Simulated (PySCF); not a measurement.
**C$_{8}$H$_{12}$, SMILES `C#CC(C)C1CCC1`: what the electrons do**

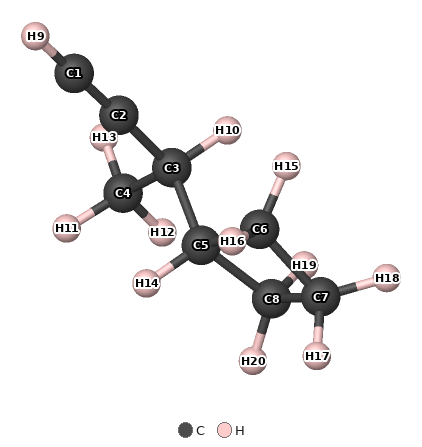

The molecule, with its atoms numbered as below. No frequency check shows the geometry to be a minimum.

Coordinates in Å:

```
C1       2.6851    1.3498   -0.0997
C2       1.8287    0.5446    0.1235
C3       0.7914   -0.4437    0.3639
C4       1.2851   -1.8313   -0.0561
C5      -0.4765   -0.0556   -0.3986
C6      -1.1720    1.2485    0.0328
C7      -2.5104    0.4976    0.1007
C8      -1.7584   -0.8335   -0.0474
H9       3.4373    2.0574   -0.2841
H10      0.5685   -0.4525    1.4388
H11      1.5404   -1.8361   -1.1138
H12      0.5098   -2.5739    0.1183
H13      2.1703   -2.1079    0.5123
H14     -0.2684   -0.0695   -1.4706
H15     -0.8305    1.6023    1.0041
H16     -1.1188    2.0728   -0.6749
H17     -3.1603    0.7133   -0.7448
H18     -3.0792    0.6217    1.0200
H19     -1.6752   -1.3760    0.8932
H20     -2.1316   -1.5110   -0.8129
```

## 1. Bonding charge

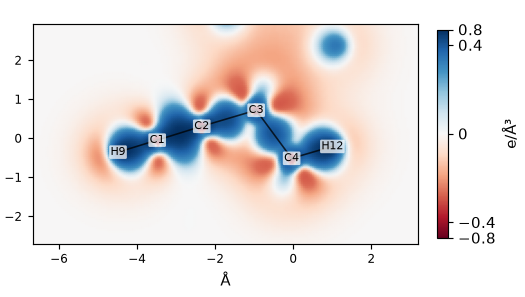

Deformation density (molecule less spherical, spin-averaged free atoms) in the plane of C1, C2, C3, C4, H9 and H12; colour scale in e/Å³, logarithmic beyond ±0.1; blue: gain, red: loss.

PySCF calculation, BLYP/6-311G**, gas phase; geometry: GFN2-xTB.

**How much density has each bond in this plane gained at its critical point, relative to the free atoms?**

C1–C2: +0.79 e/Å³ at the bond critical point (bond length 1.20 Å, Mayer order 2.7). C1–H9: +0.73 e/Å³ at the bond critical point (bond length 1.05 Å, Mayer order 1.0). C4–H12: +0.66 e/Å³ at the bond critical point (bond length 1.09 Å, Mayer order 1.0). C2–C3: +0.47 e/Å³ at the bond critical point (bond length 1.45 Å, Mayer order 1.1). C3–C4: +0.42 e/Å³ at the bond critical point (bond length 1.53 Å, Mayer order 1.0). In all, 4.1 electrons gather in the regions of gain relative to the promolecule.

**Where do the Hirshfeld charges lie?**

The highest Hirshfeld charge is on H9 (+0.08 e), the lowest on C1 (−0.12 e).

```
atom  charge (e)
  C1       −0.12
  C2       −0.03
  C3        0.00
  C4       −0.09
  C5       −0.01
  C6       −0.06
  C7       −0.06
  C8       −0.06
  H9       +0.08
 H10       +0.04
 H11       +0.03
 H12       +0.03
 H13       +0.04
 H14       +0.03
 H15       +0.03
 H16       +0.03
 H17       +0.03
 H18       +0.03
 H19       +0.03
 H20       +0.03
```

## 2. Bond critical points

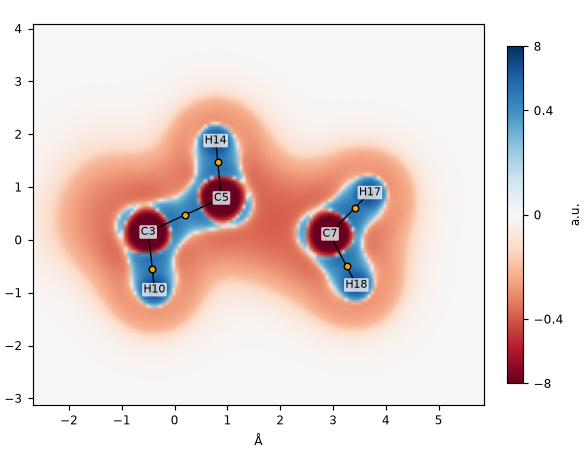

Negative Laplacian of the density (−∇²ρ) in the plane of C3, C5, C7, H10, H14, H17 and H18 (blue positive, red negative, colour scale in a.u., logarithmic beyond ±0.04), with bond paths and bond critical points (dots).

**At which bond critical points in this plane is charge locally concentrated, and at which depleted?**

Concentrated (∇²ρ < 0): C5–H14 (−0.91 a.u.); C7–H17 (−0.91 a.u.); C7–H18 (−0.91 a.u.); C3–H10 (−0.89 a.u.); C3–C5 (−0.51 a.u.). At none is it depleted.

**Where along C3–H10 does the critical point lie?**

0.70 Å from C3 and 0.40 Å from H10.

## 3. Local ionisation energy

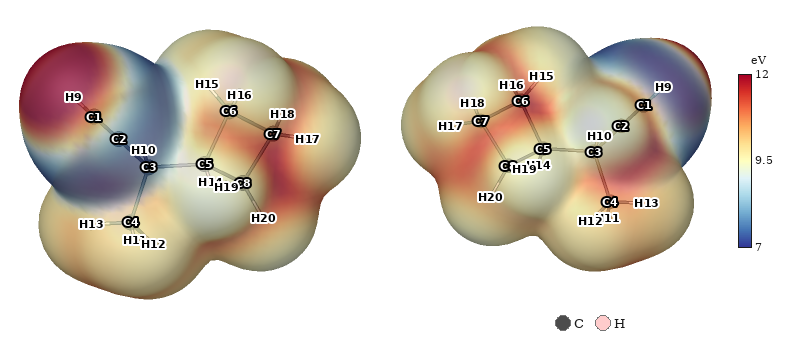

Average local ionisation energy on the surface of electron density 0.001 a.u. (back view left, front view right).

**Where are the most loosely bound electrons on this surface?**

The lowest value is 7.2 eV, off the C1–C2 bond (2.1 to 2.3 Å from its atoms). Further minima include 9.2 eV, 1.4 Å from H14. For comparison, the highest occupied orbital lies at −6.1 eV.

## 4. Removing or adding an electron

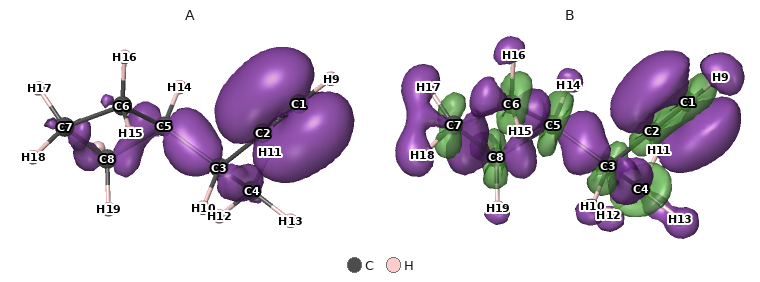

The Fukui function f⁻ from two separate SCF calculations and the density of the HOMO, at ±0.02 e/Å³ (purple positive, green negative).

Computed with PySCF, PBE/6-31+G*, geometry: GFN2-xTB.

**Which panel is which, and how good is the frozen-orbital picture?**

B is f⁻ (it has negative regions), A the HOMO density. The HOMO lies on C1 (39 %), C2 (30 %) and C3 and C5 (7 % each); f⁻ (Hirshfeld-condensed) is largest on C1 (0.20) and C2 (0.12); the vertical ionisation energy is 9.02 eV (the stability of the cation's solution wasn't checked). Relaxation shifts 42 % of the electron between atoms. The orbital energy is −6.27 eV.

## 5. Localised orbitals

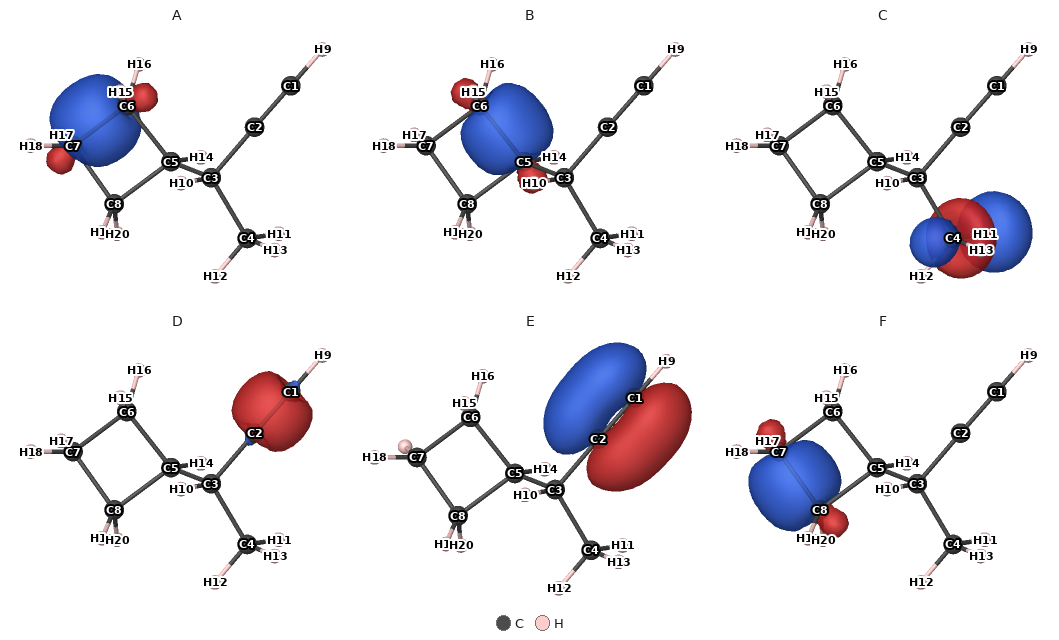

Intrinsic bond orbitals (IBO), occupied and valence-virtual; each surface holds about 80 % of the orbital's density. Energies are diagonal elements of the Fock matrix.

Level of theory: BLYP/6-31+G* (PySCF), at a geometry from GFN2-xTB.

**What does each orbital represent in a Lewis picture?**

By panel:
- A: σ bond C7–C6 (C7 50 %, C6 50 %; −11.7 eV)
- B: σ bond C6–C5 (C6 50 %, C5 50 %; −11.7 eV)
- C: σ* orbital H11–C4 (H11 57 %, C4 43 %; 8.5 eV)
- D: σ bond C2–C1 (C2 50 %, C1 49 %; −17.0 eV)
- E: π bond C1–C2 (C1 51 %, C2 48 %; −6.6 eV)
- F: σ bond C8–C7 (C8 50 %, C7 49 %; −11.7 eV)
